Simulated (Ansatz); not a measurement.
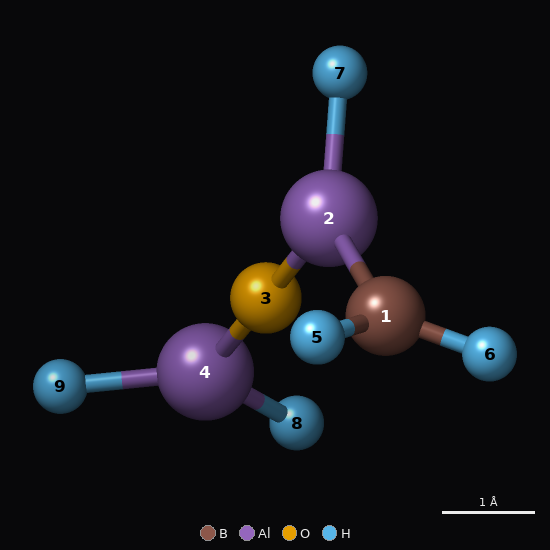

The atoms are numbered. The geometry was computed by an optimisation with PBE-D4/def2-SVP. No frequency run is at hand to confirm it as a minimum.

Which atoms are bonded, and how long are the bonds?

```tsv
bond	length (Å)
B1–Al2	2.128
B1–H5	1.222
B1–H6	1.222
Al2–O3	1.725
Al2–H7	1.607
O3–Al4	1.716
Al4–H8	1.597
Al4–H9	1.596
```
